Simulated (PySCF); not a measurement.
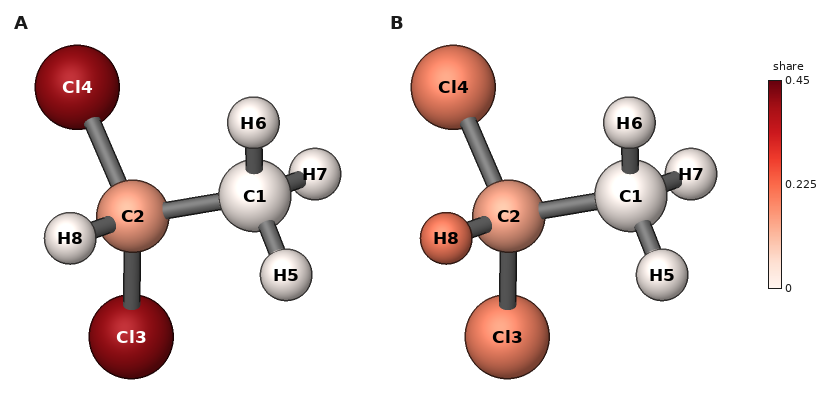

Each panel colours the atoms by their Löwdin share in one orbital (up to four of the largest shares; other atoms are shown as zero). The computed structure is the end point of a PBE0-D3(BJ)/def2-TZVP optimisation. No frequency run is at hand to confirm it as a minimum. Level of theory: PBE0/aug-cc-pVTZ (PySCF 2.14.0).

The panels show the HOMO−2, LUMO, in some order. Which is which?

A: HOMO−2, −9.21 eV; Cl4 0.40, Cl3 0.40, C2 0.15
B: LUMO, −0.25 eV; H8 0.20, Cl3 0.19, Cl4 0.18, C2 0.14
